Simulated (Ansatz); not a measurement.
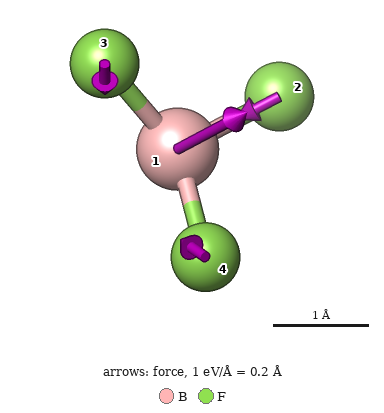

Starting geometry of BF3 with the computed forces as purple arrows. A ball-and-stick model, seen from a free direction.

It is one of the separated reactants of a reaction.

Method: RKS PBE0-D4/def2-TZVP in Ansatz.

The input:
```yaml
crystal:
  periodic: [false, false, false]
  atoms:
    - {symbol: B, position_ang: [-0.201469, 0.121218, -0.808741]}
    - {symbol: F, position_ang: [0.379176, -0.933144, -1.459376]}
    - {symbol: F, position_ang: [-1.569584, 0.102873, -0.818524]}
    - {symbol: F, position_ang: [0.346222, 1.338194, -1.110656]}
basis:
  gaussian: {orbitals: def2-TZVP}
hamiltonian: {xc: pbe0, dispersion: d4}
relax: {f_tol: 0.005, max_steps: 200}
```

Launched with:
```bash
ansatz run in.yaml --threads 4 --pin off --events-out ev --progress --plain --max-ram 9574MiB
```

**What follows when this structure is relaxed?**

It isn't relaxed: the largest force vector, on B1, is 6.17 eV/Å. The atoms end up moving mostly along the starting forces (cosine between the two patterns 0.96). The energy falls by 1.012 eV in 5 geometry steps. Largest force component: 5.9 eV/Å at the start, under 0.0001 eV/Å at the end. B1 moves most after the best rigid fit: 0.25 Å. Largest moves by element: B 0.25 Å, F 0.08 Å. Among the contacts that change: B1–F2 1.368 → 1.311 Å. Bond angles that change, for instance: F2–B1–F3 114.2° → 120.0°. The run took 4.3 s on 4 threads of Arm Neoverse V1 (shared host).
